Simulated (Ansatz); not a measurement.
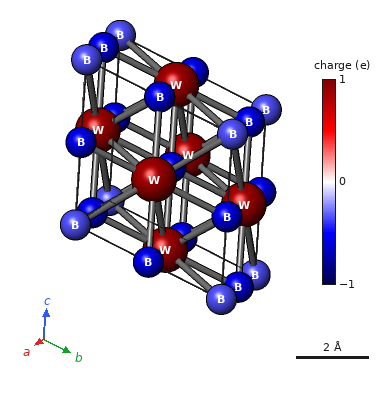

A ball-and-stick rendering, viewed slightly off an axis. The simulation cell is outlined; an atom on or near a face, edge or corner is repeated at each equivalent position. The atoms of this B₅W₃ cell are coloured by their Bader charge.

Computational set-up: DFT PBE, scalar-relativistic, plane waves, PAW (Ansatz), a 420 eV plane-wave basis, a 10×10×10 mesh of k-points, Gaussian smearing of 0.1 eV, no spin polarisation.

> Give the charges by element.

Most positive: W; most negative: B. Charges: about B -0.6 to -0.3 e; W +0.9 e.

The structure comes from a structure type filled with these elements by a generator (whether the compound takes this form wasn't checked). Earlier steps of the study may have refined or changed the cell and positions. It was the input of a calculation with Ansatz.
